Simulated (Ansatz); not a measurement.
## BiN (model cell, started as CsCl type): relaxing the cell for a phonon run

Wanted: the relaxed cell of BiN (model cell, started as CsCl type).

Calculated with Ansatz 0.2.0; DFT PBEsol, scalar-relativistic, plane waves, PAW.

The structure was built from a prototype and need not be the compound's stable phase.

## (1) Set-up

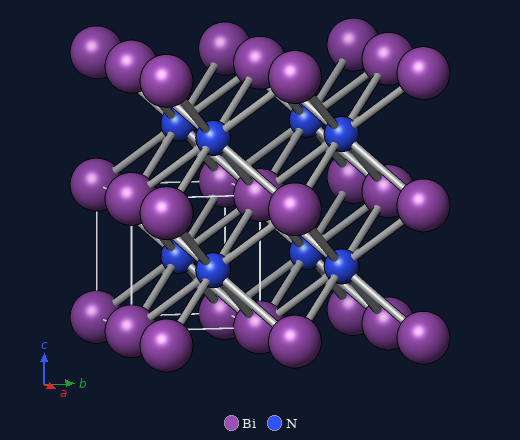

The starting structure, seen slightly off an axis (bismuth purple, nitrogen blue). 2×2×2 cells are drawn. Some periodic images of atoms are drawn too.

## (2) Probe on a coarse mesh

A quick single point on a coarse mesh tells whether the cell has a gap and how far it is from rest, which sets the k mesh and smearing that follow.

Input file input.yaml:

```yaml
crystal:
  lattice:
    - [2.99021, 0.0, 0.0]
    - [0.0, 2.99021, 0.0]
    - [0.0, 0.0, 2.99021]
  atoms:
    - { symbol: Bi, position: [0.0, 0.0, 0.0] }
    - { symbol: "N", position: [0.5, 0.5, 0.5] }
kpoints:
  mp_grid: { grid: [6, 6, 6] }
hamiltonian:
  xc: pbesol
scf:
  occupations: { method: gaussian, width: 0.1 }
output:
  forces: true
  stress: true
  eigenvalues: true
```

On the command line:

```
$ ansatz run input.yaml --threads 4 --pin off --max-ram 7168MiB --backend cpu --events-out ev --progress --plain --runs-dir out
```

Numbers of over 12 decimals in the logs are rounded to 6 here.

Output:

```text
Engine: ansatz 0.2.0, aarch64-unknown-linux-gnu
Pseudopotentials: kind: paw
Pseudopotential: Bi, paw, valence charge 15, recommended cutoff 420 eV (normal), Bi.paw.azcp
Pseudopotential: N, paw, valence charge 5, recommended cutoff 420 eV (normal), N.paw.azcp
Functional definition: PBEsol
  exchange = pbesol_x
  correlation = pbesol_c
Crystal: 2 atoms, lattice volume = 26.737 Å³
[...]
--- Band table (eV; the first three rows and the last of 20) ---
  k-point 0: bands = [... 6 lower, 9.4633, 14.5924, 14.5924, 14.5924, 24.6958, 24.6958, 25.7888, 25.7888]
  k-point 1: bands = [... 6 lower, 8.4054, 14.7361, 14.9706, 14.9706, 22.5639, 24.8866, 25.1906, 25.1906]
  k-point 2: bands = [... 6 lower, 5.9921, 15.3657, 15.8695, 15.8695, 19.6837, 23.7418, 23.7418, 25.4168]
  k-point 19: bands = [... 6 lower, 10.7289, 13.9251, 13.9251, 13.9251, 14.7614, 14.7614, 14.7614, 32.1360]
[key lines of the parts left out:]
SCF converged after 6 iterations
Free energy (F): -12617.718725 eV
Fermi energy:    17.195164 eV
P = ⅓ Tr σ = 26.0269 GPa (260.269 kbar)
```

Elapsed: 0.33 s, on 4 threads of Arm Neoverse V2, shared host; peak memory 0.27 GiB.

This step gave:

* pressure: 26.03 GPa
* volume per atom: 13.37 Å³
* gap on the k-mesh: 0 eV

The coarse mesh shows no gap and a pressure of 26.0 GPa.

## (3) Rough relaxation

The start is far from rest, so a relaxation with loose tolerances brings it close first.

input.yaml: that of step 2 with these lines changed.

```diff
@@ -18 +18,6 @@
   eigenvalues: true
+relax:
+  adjacent_minimum: "off"
+  f_tol: 0.05
+  max_steps: 80
+  cell: { stress_tol: 0.5 }
```

Output:

```text
[...]
Crystal: 2 atoms, lattice volume = 26.737 Å³
Basis set: ecut = 420 eV, 485 PW (Γ), exchange–correlation on 40×40×40 points (8 copies of the dense FFT grid, shifted against one another)
Bands: 14, of which v1, the nominal top of the filled ones, is band 10 counted from 1 (9 counted from 0)
Symmetry: 48 space group operations
[...]
k-points: 20 of 216
[...]
--- Relaxed structure (3 steps of the walk, 3 accepted, 2 SCFs on fresh bases) ---
  F+E_penalty+E_count = -12618.01773327 eV   max|allowed force component| = 1.348e-30 eV/Å   (the final SCF, on the basis selected at the relaxed cell)
  cell:  # Å, volume = 30.8780 Å³
    - [3.137256, 0, 0.0]
    - [0, 3.137256, 0.0]
    - [0, 0.0, 3.137256]
  atoms:
    - { symbol: Bi, position: [0, 0, 0] }
    - { symbol: N, position: [0.5, 0.5, 0.5] }
[key lines of the parts left out:]
SCF converged after 7 iterations
Free energy (F): -12618.017733 eV
Fermi energy:    14.119067 eV
P = ⅓ Tr σ = 0.1646 GPa (1.646 kbar)
```

Run time: 1.3 s. Hardware: 4 threads; peak memory 0.28 GiB.

Step by step:

```tsv
step	energy less that of the first step (eV)	largest force component (eV/Å)	pressure (GPa)	volume (Å³)
1	0.0000	0.0000	26.03	26.74
2	-0.2810	0.0000	-0.03	30.76
3*	-0.2986	0.0000	0.69	30.76
4	-0.2987	0.0000	0.16	30.88
5*	-0.2990	0.0000	0.16	30.88
```

Relaxation steps marked * repeat the geometry before them on a plane-wave basis chosen anew for their cell, so energy and pressure can jump there.

Forces are held to the 48 operations that the run works with; a distortion that breaks them can't arise in this run.

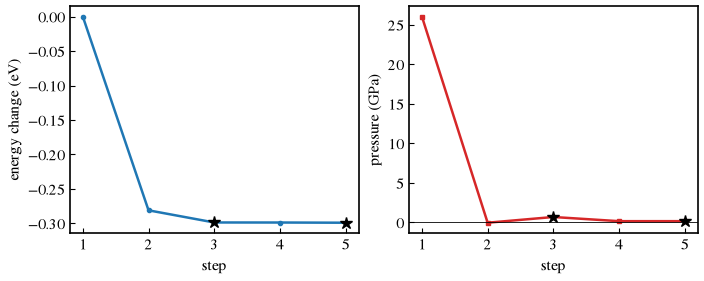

Energy and pressure along the relaxation. Stars mark steps on a basis chosen anew.

```tsv
conventional cell, symmetrised	before	after	change
a (Å)	2.990	3.137	+4.9 %
b (Å)	2.990	3.137	+4.9 %
c (Å)	2.990	3.137	+4.9 %
volume (Å³/atom)	13.37	15.44	+15.5 %
```

Final coordinates:

```xyz
2
Lattice="3.1373 0.0000 0.0000 0.0000 3.1373 0.0000 0.0000 0.0000 3.1373" Properties=species:S:1:pos:R:3 pbc="T T T"
Bi    0.0000    0.0000    0.0000
N     1.5686    1.5686    1.5686
```

This step gave:

```
pressure        : 0.1646 GPa
volume per atom : 15.44 Å³
```

In this step the volume went from 13.37 to 15.44 Å³/atom.

## (4) Relaxation

Harmonic phonons are second derivatives at a point where the forces vanish, and they are wanted at zero stress, so atoms and cell are relaxed first.

input.yaml, the sections that differ from step 3:

```yaml
crystal:
  lattice:
    - [3.1372557429, 0.0, 0.0]
    - [0.0, 3.1372557429, 0.0]
    - [0.0, 0.0, 3.1372557429]
  atoms:
    - { symbol: Bi, position: [0.0, 0.0, 0.0] }
    - { symbol: "N", position: [0.5, 0.5, 0.5] }
kpoints:
  mp_grid: { grid: [14, 14, 14] }
relax:
  adjacent_minimum: "off"
  f_tol: 0.005
  max_steps: 80
  cell: { stress_tol: 0.05 }
# hamiltonian, scf, output: as in step 3
```

Output:

```text
[...]
Crystal: 2 atoms, lattice volume = 30.878 Å³
Basis set: ecut = 420 eV, 619 PW (Γ), exchange–correlation on 48×48×48 points (8 copies of the dense FFT grid, shifted against one another)
Bands: 14, of which v1, the nominal top of the filled ones, is band 10 counted from 1 (9 counted from 0)
[... 1 set-up line as in the run before ...]
[...]
k-points: 120 of 2744
[...]
SCF iter   1: F=—  HF=-12618.037378 eV  |F-HF|=—  |Δ(HF+E_count)|=         —  Δρ=1.69e-2  dr2=1.15e-1  ethr=1.77e-3  ⟨swp⟩=5.0  Hψ=8612  notcnv=0
[...]
SCF iter   6: F=-12618.014380 eV  HF=-12618.014380 eV  |F-HF|=7.94e-9  |Δ(HF+E_count)|=   2.44e-7  Δρ=7.42e-6  dr2=1.13e-8  ethr=5.00e-10  ⟨swp⟩=4.5  Hψ=8175  notcnv=0
SCF 1 converged in 6 iterations: F = -12618.014380 eV  dr2 = 1.13e-8
[...]
relax step   1: F+E_penalty+E_count = -12618.01438023 eV  Δ(F+E_penalty+E_count) = +0.000e0 eV  max|allowed force component| = 3.550e-30 eV/Å  Δτ_max = 0.0000 Å  P = +0.189 GPa  Ω = 30.878 Å³  (6 SCF iters, dr2 threshold 1.00e-7 eV, accepted)
Crystal: 2 atoms, lattice volume = 31.014 Å³
[...]
SCF iter   6: F=-12618.014010 eV  HF=-12618.014010 eV  |F-HF|=7.28e-12  |Δ(HF+E_count)|=  1.49e-10  Δρ=5.23e-8  dr2=3.55e-13  ethr=1.00e-12  ⟨swp⟩=1.0  Hψ=4373  notcnv=0
SCF 2 converged in 6 iterations: F = -12618.014010 eV  dr2 = 3.55e-13
relax step   2: F+E_penalty+E_count = -12618.01400990 eV  Δ(F+E_penalty+E_count) = +3.703e-4 eV  max|allowed force component| = 6.048e-30 eV/Å  Δτ_max = 0.0000 Å  P = -0.382 GPa  Ω = 31.014 Å³  energy of the carried Pulay correction = -2.875e-4 eV  (6 SCF iters, dr2 threshold 8.96e-8 eV, rejected (line search))
Crystal: 2 atoms, lattice volume = 30.923 Å³
[...]
SCF iter   6: F=-12618.014311 eV  HF=-12618.014311 eV  |F-HF|=3.64e-12  |Δ(HF+E_count)|=  8.73e-11  Δρ=5.52e-8  dr2=5.18e-13  ethr=1.00e-12  ⟨swp⟩=6.0  Hψ=7553  notcnv=0
SCF 3 converged in 6 iterations: F = -12618.014311 eV  dr2 = 5.18e-13
relax step   3: F+E_penalty+E_count = -12618.01431134 eV  Δ(F+E_penalty+E_count) = +6.889e-5 eV  max|allowed force component| = 1.183e-30 eV/Å  Δτ_max = 0.0000 Å  P = -0.001 GPa  Ω = 30.923 Å³  energy of the carried Pulay correction = -9.510e-5 eV  (6 SCF iters, accepted)
[...]
SCF iter   6: F=-12618.014418 eV  HF=-12618.014418 eV  |F-HF|=5.46e-12  |Δ(HF+E_count)|=    0.00e0  Δρ=1.22e-8  dr2=9.94e-15  ethr=1.00e-12  ⟨swp⟩=4.2  Hψ=7104  notcnv=0
SCF 4 converged in 6 iterations: F = -12618.014418 eV  dr2 = 9.94e-15
relax step   4: F+E_penalty+E_count = -12618.01441776 eV  Δ(F+E_penalty+E_count) = -1.064e-4 eV  max|allowed force component| = 1.578e-30 eV/Å  Δτ_max = 0.0000 Å  P = +0.003 GPa  Ω = 30.923 Å³  stress off target by 3.12e-3 GPa  SCF on the basis re-selected at this cell (its energy is not comparable with the rows above)  (6 SCF iters)
[...]
SCF converged after 6 iterations
Free energy (F): -12618.014418 eV
[...]
Internal energy: -12618.009105 eV  (E = F + TS)
E sigma→0 (E₀):  -12618.011761 eV
Entropy (-TS):   -0.005313 eV (-2.656 meV/atom)
Fermi energy:    14.092628 eV
[...]
--- Stress (GPa, compression-positive) ---
        0.003117      -0.000000       0.000000
       -0.000000       0.003117       0.000000
        0.000000       0.000000       0.003117
  P = ⅓ Tr σ = 0.0031 GPa (0.031 kbar)
--- Band table (eV; the first three rows and the last of 120) ---
  k-point 0: bands = [... 6 lower, 5.8586, 12.1036, 12.1036, 12.1036, 21.3852, 21.3852, 21.3852, 21.3955]
  k-point 1: bands = [... 6 lower, 5.7301, 12.0691, 12.1638, 12.1638, 20.2714, 21.3024, 21.3024, 21.4418]
  k-point 2: bands = [... 6 lower, 5.3503, 12.0063, 12.3386, 12.3386, 19.0941, 21.0555, 21.0555, 21.5807]
  k-point 119: bands = [... 6 lower, 6.8887, 11.4872, 11.4872, 11.4872, 12.1435, 12.1435, 12.1435, 27.6272]
--- Relaxed structure (3 steps of the walk, 2 accepted, 1 SCFs on fresh bases) ---
[...]
cell:  # Å, volume = 30.9228 Å³
    - [3.138772, 0.0, 0]
    - [0.0, 3.138772, 0]
    - [0.0, 0, 3.138772]
  atoms:
    - { symbol: Bi, position: [0, 0, 0] }
    - { symbol: N, position: [0.5, 0.5, 0.5] }
```

Run time: 3.5 s. Hardware: 4 threads; peak memory 0.36 GiB.

Little changed from the start: no atom moved by 0.005 Å and no cell edge by 0.1 %.

This step gave:

- pressure: 0.003117 GPa
- volume per atom: 15.46 Å³

In this step the volume went from 15.44 to 15.46 Å³/atom.

## (5) Tight relaxation

Phonons need a cell at rest on their own settings, so the relaxation is repeated with tight tolerances on forces and stress on the k mesh and occupations of the first response run.

Input file input.yaml:

```yaml
crystal:
  lattice:
    - [3.1387719391, 0.0, 0.0]
    - [0.0, 3.1387719391, 0.0]
    - [0.0, 0.0, 3.1387719391]
  atoms:
    - { symbol: Bi, position: [0.0, 0.0, 0.0] }
    - { symbol: "N", position: [0.5, 0.5, 0.5] }
kpoints:
  mp_grid: { grid: [16, 16, 16] }
hamiltonian:
  xc: pbesol
scf:
  occupations: { method: methfessel_paxton, width: 0.2 }
output:
  forces: true
  stress: true
  eigenvalues: true
relax:
  adjacent_minimum: "off"
  f_tol: 0.001
  max_steps: 60
  cell: { stress_tol: 0.01 }
```

Output:

```text
[...]
Crystal: 2 atoms, lattice volume = 30.923 Å³
Basis set: ecut = 420 eV, 619 PW (Γ), exchange–correlation on 48×48×48 points (8 copies of the dense FFT grid, shifted against one another)
Bands: 14, of which v1, the nominal top of the filled ones, is band 10 counted from 1 (9 counted from 0)
[... 1 set-up line as in the run before ...]
[...]
k-points: 165 of 4096
[...]
k-point 164: bands = [... 6 lower, 6.9238, 11.4893, 11.4893, 11.4893, 12.1666, 12.1666, 12.1666, 27.6492]
--- Relaxed structure (3 steps of the walk, 2 accepted, 1 SCFs on fresh bases) ---
[...]
cell:  # Å, volume = 30.8874 Å³
    - [3.137573, 0, 0]
    - [0, 3.137573, 0.0]
    - [0, 0.0, 3.137573]
  atoms:
    - { symbol: Bi, position: [0, 0, 0] }
    - { symbol: N, position: [0.5, 0.5, 0.5] }
[key lines of the parts left out:]
SCF converged after 4 iterations
Free energy (F): -12618.014531 eV
Fermi energy:    14.075435 eV
P = ⅓ Tr σ = -0.0042 GPa (-0.042 kbar)
```

Run time: 4.6 s. Hardware: 4 threads; peak memory 0.38 GiB.

Little changed from the start: no atom moved by 0.005 Å and no cell edge by 0.1 %.

This step gave:

| Item | Value |
| --- | --- |
| pressure | -0.004173 GPa |
| volume per atom | 15.44 Å³ |

The forces vanish by symmetry and the pressure is -0.004 GPa, within the tolerances set. The cell now holds 15.44 Å³/atom.

## (6) Outcome

```
space group after relaxation (within 0.01 Å) : Pm-3m
lattice constant a                           : 3.138 Å
lattice constant b                           : 3.138 Å
lattice constant c                           : 3.138 Å
volume per atom                              : 15.4 Å³
```

The forces vanish by symmetry and the pressure is -0.004 GPa, within the tolerances set. The cell now holds 15.44 Å³/atom. The relaxation keeps the symmetry of its start, so it says nothing on stability against lower symmetry. Spin-orbit coupling is left out, which can matter for the heavy elements here. The starting cell was built on a prototype and not taken from a measurement, so the phase need not exist.

[Logs are printed without paths, hosts, clocks, repeated set-up lines and the standing remarks that a program may print on its own settings, such as how far it seeks lower states.]

[Hosts, paths, dates, database ids (printed as entryN), source tags and the programs' standing remarks are cut or masked in the printed files.]
